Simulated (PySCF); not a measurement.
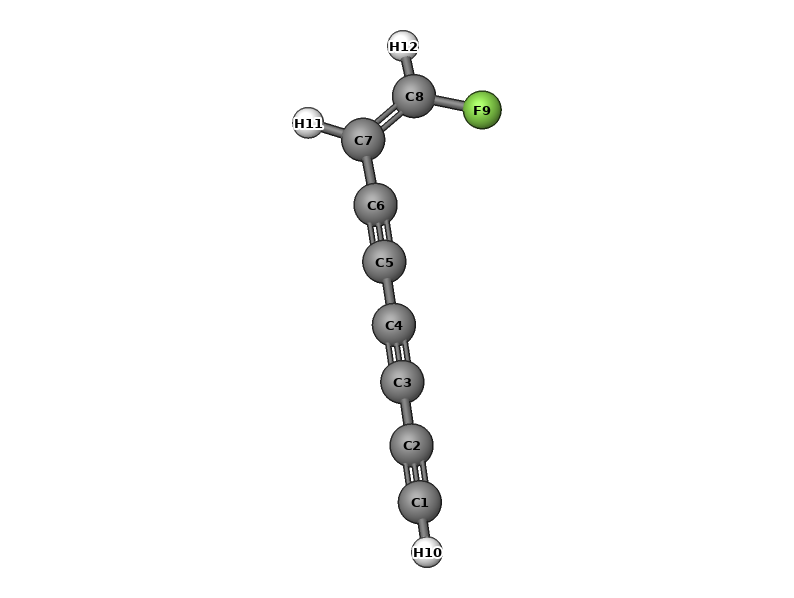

The computed structure is the end point of a PBE0-D3(BJ)/def2-SVP optimisation. No frequency run is at hand to confirm it as a minimum. Method: TDDFT ωB97X-D/def2-SVPD, vertical, gas phase, core orbitals frozen in the response (PySCF 2.14.0), and the same with a continuum solvent (IEF-PCM, Bondi radii x 1.2, gas-phase geometry).

How do dipole (D), HOMO–LUMO gap (eV), lowest singlet (eV) change in cyclohexane (ε = 2.0), methanol (ε = 32.6)?

```
     medium  dipole (D)  HOMO–LUMO gap (eV)  lowest singlet (eV)
  gas phase        1.68                7.78                 3.52
cyclohexane        1.95                7.79                 3.54
   methanol        2.38                7.81                 3.55
```
